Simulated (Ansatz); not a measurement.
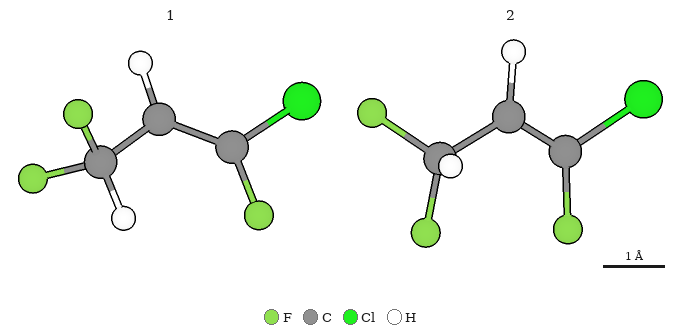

Two geometries of C₃H₂ClF₃, drawn at one scale. One is the start of a relaxation, the other its converged end. Style: ball-and-stick. Shown at a tilt.

Theory: RKS PBE0-D4/def2-TZVP (Ansatz). Settings: force threshold 0.005 eV/Å; at most 150 steps.

Which of the two is the end point?

Answer. Structure 1 is the relaxed one. The start comes from PBE-D4/def2-SVP. An F atom moves most after the best rigid fit: 1.32 Å. Largest moves by element: F 1.32 Å, H 1.19 Å, C 0.33 Å, Cl 0.04 Å. Near-neighbour distances that change, for instance: C–Cl 1.730 → 1.701 Å, C–H 1.118 → 1.092 Å, C–C 1.346 → 1.322 Å, C–C 1.502 → 1.484 Å. Among the angles between lasting bonds that change: C–C–C 126.0° → 122.6°, C–C–F 112.4° → 109.8°. Groups turn about C–C by about 105°. After 26 accepted moves (31 points after the start) the energy has fallen by 0.163 eV. The largest force component goes from 0.79 to 0.00037 eV/Å. The line search rejected the trial steps at points 14, 20, 23, 27, 30 of the run. The forces were under the threshold at step 28, but the run went on from there.
